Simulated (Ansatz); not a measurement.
# C2H3Si (SMILES C#C[SiH2]) at UB3LYP/6-31G(d) (Cartesian functions)

What is the vertical electron affinity of C2H3Si at UB3LYP/6-31G* (Cartesian functions)? 

The calculation is run with Ansatz 0.2.0.

39 further runs of the same task are left out: 39 set aside as unsound or not needed. Runs told in other sessions of the task aren't counted.

## Step 1: The structure to begin with

C2H3Si: 6 atoms, total charge 0, spin state doublet. As SMILES, `C#C[SiH2]`. Geometry: relaxed at PBE0-D4/def2-TZVP.

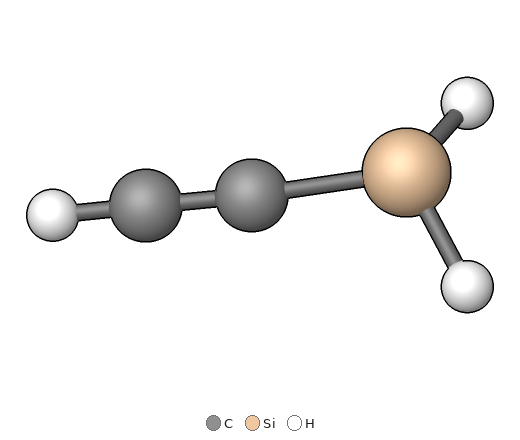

The structure, seen from a chosen angle (carbon grey, silicon light orange, hydrogen white).

## Step 2: A single-point energy at UB3LYP/6-31G(d) (Cartesian functions)

input.yaml reads:

```yaml
basis:
  gaussian:
    orbitals: "6-31G*"
crystal:
  periodic: [false, false, false]
  atoms:
    - {symbol: C, position_ang: [1.019700, -1.302300, 0.535000]}
    - {symbol: C, position_ang: [0.376000, -0.354500, 0.145700]}
    - {symbol: Si, position_ang: [-0.444500, 1.136900, -0.449500]}
    - {symbol: H, position_ang: [1.575400, -2.144400, 0.879400]}
    - {symbol: H, position_ang: [-1.137600, 0.894600, -1.738800]}
    - {symbol: H, position_ang: [-1.346900, 1.705600, 0.581800]}
accuracy: high
hamiltonian:
  xc: {name: B3LYP}
output: {orbitals: {seedname: orbitals}}
magnetization:
  spin_polarized: true
  initial_magnetization: 1
```

Command:

```console
ansatz run input.yaml --threads 1 --pin off --max-ram 2610MiB --events-out events.jsonl --progress --plain --runs-dir runs
```

The program printed:

```text
Warning: RAYON_NUM_THREADS=1 ignored (pool sized by the plan → 1); use --threads N
Functional definition: B3LYP
  name "B3LYP"
  parameter a0 = 0.2
  parameter ax = 0.72
  parameter ac = 0.81
  exchange = (1 - a0 - ax)*slater_x + ax*b88_x + a0*exact_x
  correlation = (1 - ac)*vwn_rpa_c + ac*lyp_c
1128 factors; integrals over basis functions are off by at most 3.3e-9 eV
mean field evaluation 1: about -9992.5570 eV, gradient 2.8e1 eV
mean field evaluation 2: about -9984.2195 eV, gradient 4.4e1 eV
mean field evaluation 4: about -9996.8055 eV, gradient 7.9e0 eV
mean field evaluation 8: about -9997.2125 eV, gradient 9.4e-2 eV
mean field evaluation 16: about -9997.2126 eV, gradient 1.6e-4 eV
mean field -9997.21256774 eV, -367.3907855103 hartree, gradient 9.8e-8 eV, S^2 0.756019; 0 other end points of the search recorded, 0 dependent functions left out
reference -9997.21260262 eV, -367.3907867921 hartree; 15, 14 occupied and 40, 41 virtual orbitals, 1128 factors
Total energy: -9997.21260262 eV, -367.3907867921 hartree
```

Run time: 2 s. Hardware: 1 thread of AMD EPYC 9R45 (Zen 5), shared host; peak memory 0.21 GiB.

## Step 3: The singlet anion, same level

run.yaml reads:

```yaml
crystal:
  periodic: [false, false, false]
  atoms:
    - {symbol: C, position_ang: [1.019700, -1.302300, 0.535000]}
    - {symbol: C, position_ang: [0.376000, -0.354500, 0.145700]}
    - {symbol: Si, position_ang: [-0.444500, 1.136900, -0.449500]}
    - {symbol: H, position_ang: [1.575400, -2.144400, 0.879400]}
    - {symbol: H, position_ang: [-1.137600, 0.894600, -1.738800]}
    - {symbol: H, position_ang: [-1.346900, 1.705600, 0.581800]}
basis:
  gaussian:
    orbitals: "6-31G*"
total_charge: -1
hamiltonian:
  xc: {name: B3LYP}
accuracy: high
output: {orbitals: {seedname: orbitals}}
```

Command:

```console
ansatz run run.yaml --threads 1 --pin off --max-ram 2610MiB --events-out events.jsonl --progress --plain --runs-dir runs
```

The program printed, shortened:

```text
Warning: RAYON_NUM_THREADS=1 ignored (pool sized by the plan → 1); use --threads N
[... 7 set-up lines as earlier in the session ...]
1128 factors; integrals over basis functions are off by at most 3.3e-9 eV
mean field evaluation 1: about -9996.9142 eV, gradient 1.8e1 eV
mean field evaluation 2: about -9997.2562 eV, gradient 1.6e1 eV
mean field evaluation 4: about -9997.9076 eV, gradient 1.4e0 eV
mean field evaluation 8: about -9997.9109 eV, gradient 1.9e-2 eV
mean field evaluation 16: about -9997.9109 eV, gradient 1.3e-6 eV
mean field -9997.91090818 eV, -367.4164490481 hartree, gradient 8.3e-9 eV, S^2 0.000000; 0 other end points of the search recorded, 0 dependent functions left out
reference -9997.91094386 eV, -367.4164503595 hartree; 15, 15 occupied and 40, 40 virtual orbitals, 1128 factors
Total energy: -9997.91094386 eV, -367.4164503595 hartree
```

It took 1 s on 1 thread of AMD EPYC 9R45 (Zen 5), shared host; peak memory 0.16 GiB.

## Step 4: Results

Level: UB3LYP/6-31G* (Cartesian functions).

| quantity | value |
| --- | --- |
| doublet C2H3Si: total energy | -367.39079 Eh |
| doublet C2H3Si: HOMO energy (highest over α and β) | -5.72 eV |
| doublet C2H3Si: LUMO energy (lowest over α and β) | -2.88 eV |
| doublet C2H3Si: ⟨S²⟩ | 0.756 |
| singlet anion: total energy | -367.41645 Eh |
| singlet anion: HOMO energy | 1.54 eV |
| singlet anion: LUMO energy | 5.89 eV |
| singlet anion: HOMO–LUMO gap (to an unbound level, set by the basis) | 4.35 eV |
| vertical electron affinity (to the singlet anion) | 0.698 eV |

What this shows: At fixed nuclei the extra electron is bound by 0.70 eV (67.4 kJ/mol). The basis has no diffuse functions, so the error can be as large as this value. The HOMO (singlet anion) lies at positive energy, 1.54 eV, from the functional's self-interaction, a short basis or an electron that isn't bound; only total energies against the neutral tell.
